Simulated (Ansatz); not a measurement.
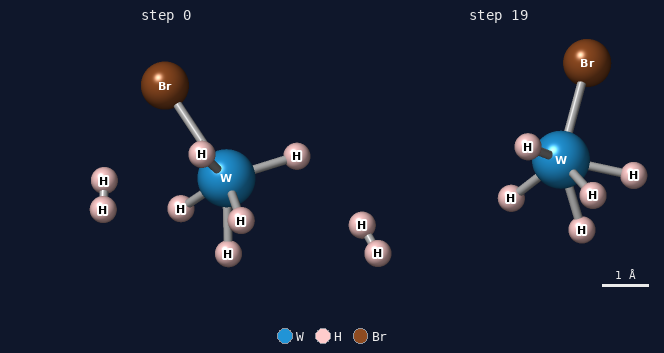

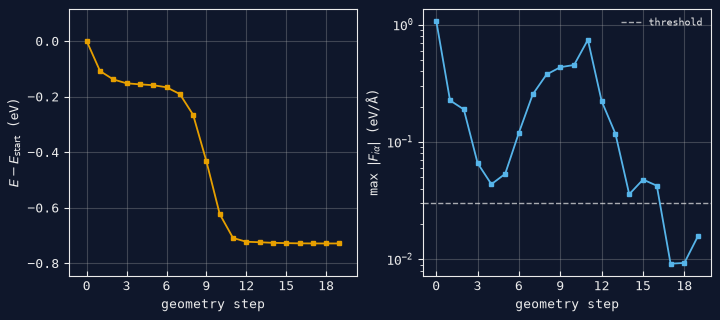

First and last geometry of a relaxation of WH₇Br, with the history of the run. The picture is a ball-and-stick view, seen at a tilt.

The run prepares an end point of a later path (reaction) calculation, from a guessed geometry.

Level of theory: Ansatz, RHF/def2-SVP.

Input
```yaml
crystal:
  periodic: [false, false, false]
  atoms:
    - { symbol: W, position_ang: [0.245195, 0.254961, -0.36087] }
    - { symbol: H, position_ang: [0.196923, 0.203046, 2.558478] }
    - { symbol: H, position_ang: [1.356096, -0.683946, 0.427017] }
    - { symbol: H, position_ang: [-0.710144, 1.352416, 0.42612] }
    - { symbol: H, position_ang: [-1.372242, -0.127132, -0.10385] }
    - { symbol: H, position_ang: [-0.11244, -1.367824, -0.101892] }
    - { symbol: H, position_ang: [0.33996, 0.349893, -2.060407] }
    - { symbol: Br, position_ang: [1.979058, 2.020234, 0.284909] }
    - { symbol: H, position_ang: [0.660093, 0.688552, 2.314495] }
basis:
  gaussian: { orbitals: def2-SVP }
hamiltonian:
  xc: hf
relax:
  f_tol: 0.03
  max_steps: 50
output:
  orbitals: {}
```

Run as
```bash
ansatz run input.yaml --threads 1 --pin off --max-ram 2048MiB --backend cpu --events-out ev --progress --plain --runs-dir out
```

> Did the run converge, and what did it change?

It converged. Over 19 geometry steps the energy falls by 0.729 eV. Largest force component: 1.1 eV/Å at the start, 0.016 eV/Å at the end. The largest move after the best rigid fit is that of Br8, 2.14 Å. Largest moves by element: Br 2.14 Å, H 2.08 Å, W 0.47 Å. Some distances before and after: W1–H9 2.742 → 4.866 Å, W1–H2 2.920 → 4.863 Å, W1–Br8 2.557 → 2.459 Å, W1–H7 1.705 → 1.647 Å. Among the angles between lasting bonds that change: H5–W1–H7 102.6° → 61.3°, H3–W1–Br8 79.4° → 109.9°, H3–W1–H4 122.5° → 108.3°.

```
step  E − E(0), eV  largest force component, eV/Å
   0        0.0000                         1.0742
   1       -0.1077                         0.2255
   2       -0.1380                         0.1890
   3       -0.1520                         0.0658
   4       -0.1556                         0.0435
   5       -0.1588                         0.0533
   6       -0.1662                         0.1201
   7       -0.1905                         0.2540
   8       -0.2653                         0.3751
   9       -0.4330                         0.4329
  10       -0.6229                         0.4522
  11       -0.7089                         0.7412
  12       -0.7225                         0.2222
  13       -0.7242                         0.1171
  14       -0.7263                         0.0357
  15       -0.7274                         0.0477
  16       -0.7282                         0.0423
  17       -0.7285                         0.0091
  18       -0.7286                         0.0093
  19       -0.7286                         0.0158
```

Limits of the set-up: the start holds two separate molecules, 2.4 Å apart at their closest, whose relative position is a soft coordinate and is computed without a dispersion correction; Hartree-Fock leaves out electron correlation.
